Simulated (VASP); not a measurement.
# Sr2ZnSbN with PBEsol: from relaxation to properties, part 3 of 4

What structure does Sr2ZnSbN take at this level, and what are its properties? The cell is invented: it takes the structure of a Materials Project entry for Sr2ZnSb2 (space group 187 there), with some of its atoms replaced by other elements, volume scaled by an estimate. It may not be a known or stable phase.

VASP 6.6.1; PBEsol; plane waves and PAW (Sb, Sr_sv, Zn, N); invented cell.

So far, gap on the k-mesh (eV): step 2 (rough relaxation of the start cell) 0.604; step 3 (relaxing cell and atoms (PBEsol)) 0.364; step 4 (density, ELF and potential (PBEsol)) 0.365. The relaxed cell has a = 4.171, c = 8.255 Å (conventional setting).

**5. Bands along the symmetry lines (PBEsol)**

Levels along the symmetry lines show where the bands peak and cross; KPOINTS_OPT computes them in the converged potential.

File INCAR:

```
SYSTEM = Sr2ZnSbN
PREC = Accurate
ENCUT = 520
EDIFF = 1E-06
NELM = 100
ISMEAR = 0
SIGMA = 0.05
LREAL = .FALSE.
ALGO = Normal
GGA = PS
NBANDS = 36
LORBIT = 11
LWAVE = .FALSE.
LCHARG = .FALSE.
KPAR = 2
```

File POSCAR:

```
Sr2ZnSbN
1.0
    4.1713346955      0.0000000000      0.0000000000
   -2.0856673477      3.6124822935      0.0000000000
    0.0000000000      0.0000000000      8.2546526155
Sb Sr Zn N
1 2 1 1
Direct
    0.0000000000      0.0000000000      0.0000000000
    0.3333333300      0.6666666700      0.6756948073
    0.3333333300      0.6666666700      0.3243051927
    0.6666666700      0.3333333300      0.0000000000
    0.6666666700      0.3333333300      0.5000000000
```

File KPOINTS:

```
Automatic mesh
0
Gamma
7 7 4
0 0 0
```

File KPOINTS_OPT:

```
Line mode
16
Line-mode
Reciprocal
  0.00000000   0.00000000   0.00000000 GAMMA
  0.50000000   0.00000000   0.00000000 M

  0.50000000   0.00000000   0.00000000 M
  0.33333333   0.33333333   0.00000000 K

  0.33333333   0.33333333   0.00000000 K
  0.00000000   0.00000000   0.00000000 GAMMA

  0.00000000   0.00000000   0.00000000 GAMMA
  0.00000000   0.00000000   0.50000000 A

  0.00000000   0.00000000   0.50000000 A
  0.50000000   0.00000000   0.50000000 L

  0.50000000   0.00000000   0.50000000 L
  0.33333333   0.33333333   0.50000000 H

  0.33333333   0.33333333   0.50000000 H
  0.00000000   0.00000000   0.50000000 A

  0.50000000   0.00000000   0.50000000 L
  0.50000000   0.00000000   0.00000000 M

  0.33333333   0.33333333   0.00000000 K
  0.33333333   0.33333333   0.50000000 H
```

PAW data sets: Sb, Sr_sv, Zn and N (PBE family, release 64).

Command:

```sh
mpirun -np 2 vasp_std
```

Log:

```text
[... set-up lines as in an earlier step ...]
 entering main loop
       N       E                     dE             d eps       ncg     rms          rms(c)
DAV:   1     0.307453432285E+03    0.30745E+03   -0.18217E+04  1728   0.114E+03
DAV:   2     0.963199989124E+01   -0.29782E+03   -0.27943E+03  1916   0.296E+02
DAV:   3    -0.232979167183E+02   -0.32930E+02   -0.32431E+02  2452   0.909E+01
DAV:   4    -0.247091259121E+02   -0.14112E+01   -0.14009E+01  2576   0.164E+01
DAV:   5    -0.247462119960E+02   -0.37086E-01   -0.37072E-01  2356   0.208E+00    0.211E+01
DAV:   6    -0.209844779023E+02    0.37617E+01   -0.24109E+01  2296   0.341E+01    0.180E+01
DAV:   7    -0.203697225211E+02    0.61476E+00   -0.47419E+00  2060   0.806E+00    0.115E+01
DAV:   8    -0.201642193896E+02    0.20550E+00   -0.20164E+00  2036   0.620E+00    0.289E+00
DAV:   9    -0.201209723744E+02    0.43247E-01   -0.35364E-01  2148   0.283E+00    0.849E-01
DAV:  10    -0.201200024293E+02    0.96995E-03   -0.18417E-02  2164   0.574E-01    0.499E-01
DAV:  11    -0.201201688746E+02   -0.16645E-03   -0.21193E-03  2168   0.233E-01    0.972E-02
DAV:  12    -0.201201786070E+02   -0.97324E-05   -0.59165E-04  2440   0.144E-01    0.424E-02
DAV:  13    -0.201201771830E+02    0.14239E-05   -0.10507E-04  2072   0.651E-02    0.116E-02
DAV:  14    -0.201201786223E+02   -0.14393E-05   -0.11719E-05  2280   0.206E-02    0.830E-03
DAV:  15    -0.201201781507E+02    0.47158E-06   -0.37721E-06  1756   0.794E-03
   1 F= -.20120178E+02 E0= -.20120178E+02  d E =-.167486E-08
 Start KPOINTS_OPT (optional k-point list driver)
k-point batch [1-24\144]
       N       E                     dE             ncg
DAV:   1    -0.613765749739E+03   -0.20116E+05     1728
DAV:   2    -0.753910322353E+04   -0.69253E+04     1912
DAV:   3    -0.829807854846E+04   -0.75898E+03     2412
DAV:   4    -0.833907563651E+04   -0.40997E+02     2544
DAV:   5    -0.834011238675E+04   -0.10368E+01     2344
DAV:   6    -0.834013022922E+04   -0.17842E-01     2464
DAV:   7    -0.834013066869E+04   -0.43946E-03     2368
DAV:   8    -0.834013067436E+04   -0.56789E-05     2056
DAV:   9    -0.834013067458E+04   -0.21466E-06     1568
[...]
k-point batch [121-144\144]
       N       E                     dE             ncg
DAV:   1    -0.851562802930E+03   -0.32438E+05     1728
DAV:   2    -0.766083339748E+04   -0.68093E+04     1924
DAV:   3    -0.840001973532E+04   -0.73919E+03     2512
DAV:   4    -0.843271709579E+04   -0.32697E+02     2436
DAV:   5    -0.843372803902E+04   -0.10109E+01     2500
DAV:   6    -0.843374154734E+04   -0.13508E-01     2356
DAV:   7    -0.843374180643E+04   -0.25909E-03     2548
DAV:   8    -0.843374181014E+04   -0.37074E-05     1936
DAV:   9    -0.843374181027E+04   -0.13477E-06     1604
```

It took 85 s on 2 MPI ranks of Intel Xeon 6975P-C (Granite Rapids), shared host; peak memory 0.73 GiB.

From OUTCAR (step 5):

```text
   k-points           NKPTS =     24   k-points in BZ     NKDIM =     24   number of bands    NBANDS=     36

   NELECT =      42.0000    total number of electrons

 E-fermi :   3.4437

 k-point     1 :       0.0000    0.0000    0.0000
  band No.  band energies     occupation
    ...
     17       2.6772      2.00000
     18       2.6772      2.00000
     19       2.7612      2.00000
     20       3.2650      2.00000
     21       3.2650      2.00000
     22       4.3748      0.00000
     23       4.9423      0.00000
     24       6.2169      0.00000
     25       6.2169      0.00000
     26       6.5813      0.00000
    ...

  Total        0.0060993      0.0060993      0.0068915      0.0000000      0.0000000      0.0000000
  in kB        0.0785622      0.0785622      0.0887655      0.0000000      0.0000000      0.0000000
  external PRESSURE =       0.0819633 kB  Pullay stress =       0.0000000 kB

 POSITION                                       TOTAL-FORCE (eV/Angst)
 -----------------------------------------------------------------------------------
      0.00000      0.00000      0.00000         0.000000     -0.000000      0.000000
     -0.00000      2.40832      5.57763        -0.000000      0.000000      0.002887
     -0.00000      2.40832      2.67703        -0.000000      0.000000     -0.002887
      2.08567      1.20416      0.00000         0.000000     -0.000000      0.000000
      2.08567      1.20416      4.12733         0.000000     -0.000000      0.000000
 -----------------------------------------------------------------------------------
    total drift:                                0.000014     -0.000000      0.000000

  FREE ENERGIE OF THE ION-ELECTRON SYSTEM (eV)
  ---------------------------------------------------
  free  energy   TOTEN  =       -20.1201781507 eV

  energy  without entropy=      -20.1201781491  energy(sigma->0) =      -20.12017815

[... 7 parts as in an earlier step ...]

[... 9 further parts left out ...]
```

Spin-orbit coupling is off here; with elements this heavy it splits and shifts levels by tenths of an eV or more.

This step gave:

```
bands                             : 36
Fermi energy                      : 3.444 eV
pressure                          : 0.008196 GPa
least gap on mesh and path        : 0.2044 eV
least direct gap on mesh and path : 0.5221 eV
conduction bottom at k            : 0.3333, 0.3333, 0.5
least direct gap at k             : 0.3333, 0.3333, 0.5
```

The electronic bands at the labelled points (eV, zero at the valence-band top; v1 is the highest filled band, c1 the lowest empty one):

| point | v4 | v3 | v2 | v1 | c1 | c2 | c3 | c4 |
| --- | --- | --- | --- | --- | --- | --- | --- | --- |
| Γ | -0.59 | -0.50 | 0.00 | 0.00 | 1.11 | 1.68 | 2.95 | 2.95 |
| M | -1.89 | -1.07 | -0.79 | -0.25 | 0.88 | 1.27 | 3.31 | 3.89 |
| K | -1.56 | -1.02 | -0.64 | -0.27 | 0.94 | 2.83 | 3.71 | 3.77 |
| Γ | -0.59 | -0.50 | 0.00 | 0.00 | 1.11 | 1.68 | 2.95 | 2.95 |
| A | -0.33 | -0.33 | -0.31 | -0.31 | 1.77 | 2.41 | 3.40 | 3.40 |
| L | -1.96 | -1.29 | -0.47 | -0.31 | 0.93 | 1.37 | 2.72 | 3.29 |
| H | -1.64 | -0.99 | -0.42 | -0.32 | 0.20 | 2.95 | 3.40 | 3.96 |
| A | -0.33 | -0.33 | -0.31 | -0.31 | 1.77 | 2.41 | 3.40 | 3.40 |
| jump to L | -1.96 | -1.29 | -0.47 | -0.31 | 0.93 | 1.37 | 2.72 | 3.29 |
| M | -1.89 | -1.07 | -0.79 | -0.25 | 0.88 | 1.27 | 3.31 | 3.89 |
| jump to K | -1.56 | -1.02 | -0.64 | -0.27 | 0.94 | 2.83 | 3.71 | 3.77 |
| H | -1.64 | -0.99 | -0.42 | -0.32 | 0.20 | 2.95 | 3.40 | 3.96 |

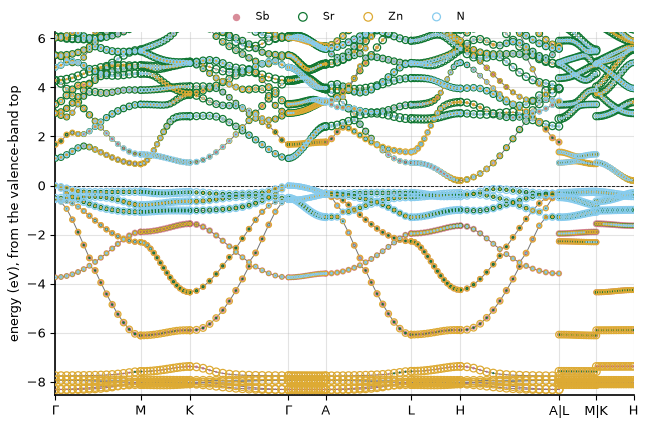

Electronic bands along the path; dots are coloured as in the legend, and their area grows with the weight.

The path lowers the gap by 0.16 eV against the mesh alone, so a band edge lies off the mesh.

**6. Density of states (PBEsol)**

A density of states needs more k-points than a total energy; ISMEAR = -5 takes tetrahedra, and LORBIT projects the states on the PAW spheres. The mesh is finer than in the run before.

INCAR: that of step 5 with these lines changed.

```diff
@@ -5,3 +5,3 @@
 NELM = 100
-ISMEAR = 0
+ISMEAR = -5
 SIGMA = 0.05
@@ -15 +15,2 @@
 KPAR = 2
+NEDOS = 2001
```

POSCAR is that of step 5.

File KPOINTS:

```
Automatic mesh
0
Gamma
11 11 5
0 0 0
```

Command:

```sh
mpirun -np 2 vasp_std
```

Log:

```text
[... set-up lines as in an earlier step ...]
 entering main loop
       N       E                     dE             d eps       ncg     rms          rms(c)
DAV:   1     0.309677666233E+03    0.30968E+03   -0.18268E+04  3456   0.114E+03
DAV:   2     0.985120337322E+01   -0.29983E+03   -0.28114E+03  3792   0.297E+02
DAV:   3    -0.233179060211E+02   -0.33169E+02   -0.32642E+02  4964   0.916E+01
DAV:   4    -0.247152252771E+02   -0.13973E+01   -0.13859E+01  4972   0.166E+01
DAV:   5    -0.247526220408E+02   -0.37397E-01   -0.37257E-01  4680   0.225E+00    0.211E+01
DAV:   6    -0.209977587200E+02    0.37549E+01   -0.23877E+01  4584   0.341E+01    0.181E+01
DAV:   7    -0.203803563705E+02    0.61740E+00   -0.47354E+00  4144   0.814E+00    0.115E+01
DAV:   8    -0.201740567144E+02    0.20630E+00   -0.20494E+00  4088   0.620E+00    0.296E+00
DAV:   9    -0.201304053242E+02    0.43651E-01   -0.37018E-01  4344   0.281E+00    0.876E-01
DAV:  10    -0.201293112503E+02    0.10941E-02   -0.19432E-02  4360   0.582E-01    0.504E-01
DAV:  11    -0.201294788837E+02   -0.16763E-03   -0.22095E-03  4328   0.238E-01    0.955E-02
DAV:  12    -0.201294888950E+02   -0.10011E-04   -0.58393E-04  4788   0.139E-01    0.411E-02
DAV:  13    -0.201294868373E+02    0.20578E-05   -0.10843E-04  4124   0.649E-02    0.114E-02
DAV:  14    -0.201294884551E+02   -0.16179E-05   -0.11473E-05  4600   0.202E-02    0.832E-03
DAV:  15    -0.201294879976E+02    0.45754E-06   -0.37570E-06  3440   0.819E-03
   1 F= -.20129488E+02 E0= -.20129488E+02  d E =0.000000E+00
```

It took 42 s on 2 MPI ranks; peak memory 0.78 GiB; 83 s of CPU time.

Parts of OUTCAR (step 6):

```text
   k-points           NKPTS =     48   k-points in BZ     NKDIM =     48   number of bands    NBANDS=     36

   NELECT =      42.0000    total number of electrons

 E-fermi :   3.2786

 k-point     1 :       0.0000    0.0000    0.0000
  band No.  band energies     occupation
    ...
     17       2.6753      2.00000
     18       2.6753      2.00000
     19       2.7595      2.00000
     20       3.2628      2.00000
     21       3.2628      2.00000
     22       4.3743      0.00000
     23       4.9419      0.00000
     24       6.2172      0.00000
     25       6.2172      0.00000
     26       6.5814      0.00000
    ...

  Total        0.0016241      0.0016241      0.0059227      0.0000000      0.0000000      0.0000000
  in kB        0.0209187      0.0209187      0.0762868      0.0000000      0.0000000      0.0000000
  external PRESSURE =       0.0393748 kB  Pullay stress =       0.0000000 kB

 POSITION                                       TOTAL-FORCE (eV/Angst)
 -----------------------------------------------------------------------------------
      0.00000      0.00000      0.00000         0.000000     -0.000000      0.000000
     -0.00000      2.40832      5.57763         0.000000      0.000000      0.003979
     -0.00000      2.40832      2.67703        -0.000000     -0.000000     -0.003979
      2.08567      1.20416      0.00000        -0.000000      0.000000      0.000000
      2.08567      1.20416      4.12733         0.000000     -0.000000      0.000000
 -----------------------------------------------------------------------------------
    total drift:                                0.000014     -0.000000      0.000000

  FREE ENERGIE OF THE ION-ELECTRON SYSTEM (eV)
  ---------------------------------------------------
  free  energy   TOTEN  =       -20.1294879976 eV

  energy  without entropy=      -20.1294879976  energy(sigma->0) =      -20.12948800

[... 6 parts as in an earlier step ...]

[... 10 further parts left out ...]
```

Numbers from this step:

```yaml
irreducible_k_points: 48
free_energy_toten: -20.13 eV
fermi_energy: 3.279 eV
pressure: 0.003937 GPa
conduction_bottom_at_k: 0.3636, 0.2727, 0.4
least_direct_gap_at_k: 0.3636, 0.2727, 0.4
gap_on_the_k_mesh: 0.375 eV
least_direct_gap_on_the_k_mesh: 0.718 eV
```

The density of states has structure finer than the step of the table below, so its rows give means over 1 eV, whole bins alone (the curve runs from -12.0 to 4.03 eV). Peaks (eV: height): total -10.6: 17.5, -8.1: 17.7, -7.9: 29.8, -0.3: 19.2; N p -1.0: 2.53, -0.5: 4.04, -0.3: 8.00; Sr d -0.3: 1.28, 2.9: 1.07, 3.2: 1.22, 4.0: 1.21; Sb p -8.3: 0.382, -5.9: 0.433, -3.4: 0.531, -2.0: 0.804; Zn s -8.1: 0.117, -7.7: 0.144, -5.9: 0.848, 3.7: 0.118.

States under -12.0 eV and over 4.0 eV are left out. The density of states by energy, zero at the valence-band top; means over each step; 7 of 9 lines; values in states/eV/cell:

| energy (eV) | total | N p | Sr d | Sb p | Zn s | Sr p | Zn d |
| --- | --- | --- | --- | --- | --- | --- | --- |
| -11 | 2.78 | 1.5e-5 | 0.0137 | 0.00213 | 0.0824 | 0.0734 | 0.0680 |
| -10 | 1.22 | 0 | 0.00170 | 0.00238 | 0.0421 | 0.01000 | 0.212 |
| -9 | 0 | 0 | 0 | 0 | 0 | 0 | 0 |
| -8 | 9.78 | 8.0e-5 | 0.00227 | 0.0974 | 0.0527 | 0.00743 | 9.03 |
| -7 | 0.242 | 0 | 2.6e-4 | 7.0e-4 | 0.00202 | 5.5e-4 | 0.183 |
| -6 | 0.748 | 2.6e-4 | 0.00421 | 0.117 | 0.212 | 0.00539 | 0.0466 |
| -5 | 0.533 | 1.9e-4 | 0.00313 | 0.0851 | 0.122 | 0.00299 | 0.0388 |
| -4 | 0.744 | 0.00211 | 0.00541 | 0.150 | 0.0644 | 0.00658 | 0.0266 |
| -3 | 1.62 | 0.0135 | 0.0207 | 0.349 | 0.0376 | 0.0214 | 0.0369 |
| -2 | 1.94 | 0.0162 | 0.0464 | 0.490 | 0.0210 | 0.0269 | 0.0673 |
| -1 | 3.63 | 1.07 | 0.194 | 0.150 | 0.00883 | 0.0764 | 0.0299 |
| 0 | 2.84 | 1.12 | 0.177 | 0.0516 | 0.00147 | 0.0525 | 0.00767 |
| 1 | 1.28 | 0.109 | 0.111 | 0.0328 | 0.0227 | 0.0210 | 0.0182 |
| 2 | 2.01 | 0.0683 | 0.290 | 0.0666 | 0.0924 | 0.0215 | 0.0427 |
| 3 | 3.61 | 0.121 | 0.816 | 0.0790 | 0.0638 | 0.0793 | 0.0565 |

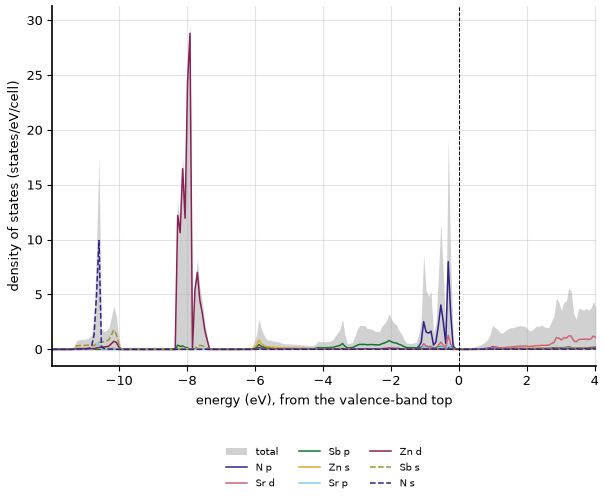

Density of states, plotted against energy.

The gap on this mesh is 0.38 eV, over the 0.20 eV of the band run, since this mesh misses a band edge. In the top eV of the valence band the largest shares in the PAW spheres are N p 36 % and Sr d 6 %. The rest lies in smaller channels or between the spheres.

**7. Core-level energies (PBEsol)**

Core levels shift with the potential at each site, so they tell like atoms on unlike sites apart.

File INCAR:

```
SYSTEM = Sr2ZnSbN
PREC = Accurate
ENCUT = 520
EDIFF = 1E-06
NELM = 100
ISMEAR = 0
SIGMA = 0.05
LREAL = .FALSE.
ALGO = Normal
GGA = PS
NBANDS = 27
LORBIT = 11
LWAVE = .FALSE.
LCHARG = .FALSE.
KPAR = 2
ICORELEVEL = 1
```

POSCAR is that of step 6.

File KPOINTS:

```
Automatic mesh
0
Gamma
7 7 4
0 0 0
```

Command:

```sh
mpirun -np 2 vasp_std
```

Log:

```text
[... set-up lines as in an earlier step ...]
 entering main loop
       N       E                     dE             d eps       ncg     rms          rms(c)
DAV:   1     0.333080278590E+03    0.33308E+03   -0.19248E+04  1296   0.152E+03
DAV:   2     0.152452060252E+02   -0.31784E+03   -0.30832E+03  1406   0.369E+02
DAV:   3    -0.227623209049E+02   -0.38008E+02   -0.37450E+02  1821   0.115E+02
DAV:   4    -0.246638357848E+02   -0.19015E+01   -0.18957E+01  1936   0.213E+01
DAV:   5    -0.247455457583E+02   -0.81710E-01   -0.81663E-01  1938   0.394E+00    0.211E+01
DAV:   6    -0.209164653163E+02    0.38291E+01   -0.38192E+01  1703   0.455E+01    0.207E+01
DAV:   7    -0.203368289842E+02    0.57964E+00   -0.62286E+00  1567   0.106E+01    0.115E+01
DAV:   8    -0.201209629700E+02    0.21587E+00   -0.13060E+00  1549   0.694E+00    0.133E+00
DAV:   9    -0.201202013585E+02    0.76161E-03   -0.80646E-02  2042   0.265E+00    0.794E-01
DAV:  10    -0.201199913346E+02    0.21002E-03   -0.66775E-03  1636   0.535E-01    0.381E-01
DAV:  11    -0.201201890656E+02   -0.19773E-03   -0.17318E-03  1717   0.306E-01    0.684E-02
DAV:  12    -0.201201723358E+02    0.16730E-04   -0.52885E-04  1984   0.123E-01    0.336E-02
DAV:  13    -0.201201791539E+02   -0.68181E-05   -0.10371E-04  1648   0.588E-02    0.145E-02
DAV:  14    -0.201201785756E+02    0.57831E-06   -0.38426E-05  1685   0.221E-02    0.819E-03
DAV:  15    -0.201201781757E+02    0.39992E-06   -0.11931E-05  1413   0.125E-02    0.294E-03
DAV:  16    -0.201201780208E+02    0.15484E-06   -0.22400E-06  1074   0.572E-03
   1 F= -.20120178E+02 E0= -.20120178E+02  d E =-.170871E-08
```

The job ended after 19 s (2 MPI ranks; peak memory 0.6 GiB).

From OUTCAR (step 7):

```text
   NELECT =      42.0000    total number of electrons

 the core state eigenenergies are
   1-  1s -30289.1088  2s  -4601.1290  2p  -4129.2261  3s   -894.9598  3p   -741.2116
       3d   -506.7730  4s   -140.2072  4p    -93.2041  4d    -25.0997
   2-  1s -15925.8220  2s  -2148.3769  2p  -1907.7695  3s   -324.3982  3p   -246.7684
       3d   -118.6630
   3-  1s -15925.8220  2s  -2148.3769  2p  -1907.7695  3s   -324.3982  3p   -246.7684
       3d   -118.6630
   4-  1s  -9519.4431  2s  -1153.0759  2p   -998.7247  3s   -123.8098  3p    -77.9563

   5-  1s   -372.2015

 E-fermi :   3.4437

 k-point     1 :       0.0000    0.0000    0.0000
  band No.  band energies     occupation
    ...
     17       2.6774      2.00000
     18       2.6774      2.00000
     19       2.7617      2.00000
     20       3.2652      2.00000
     21       3.2652      2.00000
     22       4.3750      0.00000
     23       4.9423      0.00000
     24       6.2169      0.00000
     25       6.2169      0.00000
     26       6.5814      0.00000
    ...

  Total        0.0036397      0.0036397      0.0039244      0.0000000     -0.0000000      0.0000000
  in kB        0.0468809      0.0468809      0.0505477      0.0000000     -0.0000000      0.0000000
  external PRESSURE =       0.0481032 kB  Pullay stress =       0.0000000 kB

 POSITION                                       TOTAL-FORCE (eV/Angst)
 -----------------------------------------------------------------------------------
      0.00000      0.00000      0.00000        -0.000000      0.000000      0.000000
     -0.00000      2.40832      5.57763         0.000000     -0.000000      0.002764
     -0.00000      2.40832      2.67703         0.000000     -0.000000     -0.002764
      2.08567      1.20416      0.00000        -0.000000      0.000000      0.000000
      2.08567      1.20416      4.12733        -0.000000      0.000000      0.000000
 -----------------------------------------------------------------------------------
    total drift:                                0.000014     -0.000000      0.000000

  FREE ENERGIE OF THE ION-ELECTRON SYSTEM (eV)
  ---------------------------------------------------
  free  energy   TOTEN  =       -20.1201780208 eV

  energy  without entropy=      -20.1201780191  energy(sigma->0) =      -20.12017802

[... 8 parts as in an earlier step ...]

[... 8 further parts left out ...]
```

These are scalar-relativistic Kohn-Sham levels of the ground state, with no core hole, so they are not binding energies.

Numbers from this step:

| Property | Result |
| --- | --- |
| SCF cycles | 16 |
| bands | 27 |
| irreducible k-points | 24 |
| free energy (TOTEN) | -20.12 eV |
| Fermi energy | 3.444 eV |
| pressure | 0.004810 GPa |
| conduction bottom at k | 0.2857, 0.2857, 0.5 |
| least direct gap at k | 0.2857, 0.2857, 0.5 |
| gap on the k-mesh | 0.3643 eV |
| least direct gap on the k-mesh | 0.6933 eV |

Kohn-Sham core levels. Core levels, by row:

| atom | shell | level below the valence-band top (eV) |
| --- | --- | --- |
| Sb1 | 1s | 30292 |
| Sb1 | 2s | 4604 |
| Sb1 | 2p | 4132 |
| Sb1 | 3s | 898.2 |
| Sb1 | 3p | 744.5 |
| Sb1 | 3d | 510 |
| Sb1 | 4s | 143.5 |
| Sb1 | 4p | 96.47 |
| Sb1 | 4d | 28.36 |
| Sr2 | 1s | 15929 |
| Sr2 | 2s | 2152 |
| Sr2 | 2p | 1911 |
| Sr2 | 3s | 327.7 |
| Sr2 | 3p | 250 |
| Sr2 | 3d | 121.9 |
| Sr3 | 1s | 15929 |
| Sr3 | 2s | 2152 |
| Sr3 | 2p | 1911 |
| Sr3 | 3s | 327.7 |
| Sr3 | 3p | 250 |
| Sr3 | 3d | 121.9 |
| Zn4 | 1s | 9523 |
| Zn4 | 2s | 1156 |
| Zn4 | 2p | 1002 |
| Zn4 | 3s | 127.1 |
| Zn4 | 3p | 81.22 |
| N5 | 1s | 375.5 |

Atoms of one element give levels within 0.1 eV of each other.

(Continued in part 4 of 4.)

[Lines on the potential files, build, host, timing and source positions are cut from VASP's logs without a mark.]

[Logs are printed without paths, hosts, clocks, repeated set-up lines and the standing remarks that a program may print on its own settings, such as how far it seeks lower states.]

[Hosts, paths, dates, database ids (printed as entryN), source tags and the programs' standing remarks are cut or masked in the printed files.]

[A measured line is paired with the nearest computed mode of its activity, which favours agreement.]
